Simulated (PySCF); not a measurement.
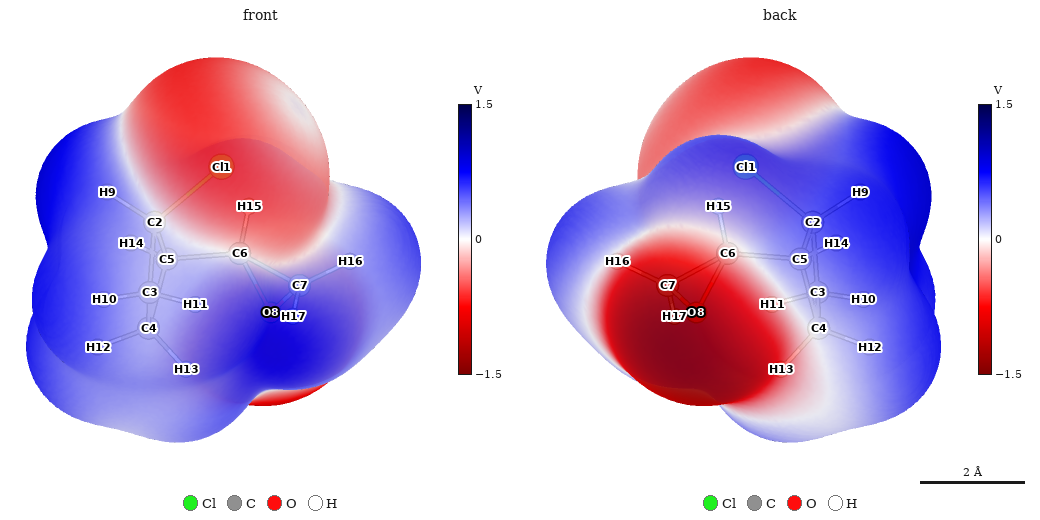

Figure. C6H9ClO. The electrostatic potential painted on the density surface at 0.001 e/bohr³, seen from the front and from behind; red is negative and blue positive.

Geometry: GFN2-xTB.

Computed with CAM-B3LYP/def2-SVPD, SCF density, gas phase in PySCF 2.14.0.

```csv
atom,x (Å),y (Å),z (Å)
Cl,-0.3209,1.4030,2.0092
C,-1.0932,0.8552,0.5064
C,-1.5311,-0.6123,0.4777
C,-0.8008,-0.7843,-0.8644
C,-0.1586,0.6061,-0.6965
C,1.3203,0.6144,-0.3764
C,1.9629,-0.3991,0.4614
O,2.1301,-0.3795,-0.9276
H,-1.8922,1.5657,0.2966
H,-2.6072,-0.7708,0.4649
H,-1.0978,-1.1964,1.2863
H,-1.4730,-0.8327,-1.7171
H,-0.0951,-1.6081,-0.9278
H,-0.3297,1.2906,-1.5302
H,1.7621,1.6096,-0.3761
H,2.8337,-0.1261,1.0465
H,1.3835,-1.2233,0.8572
```

Q: Describe the electrostatic potential map.

A: The most negative region (about −1.3 V, or −30 kcal/mol for a unit charge) lies over O8, the most positive (about +0.9 V, or +21 kcal/mol for a unit charge) over the C and H atoms. O8 is the likeliest acceptor of a hydrogen bond.

Q: How polar is the molecule by this calculation?

A: Its dipole moment is 1.67 D.
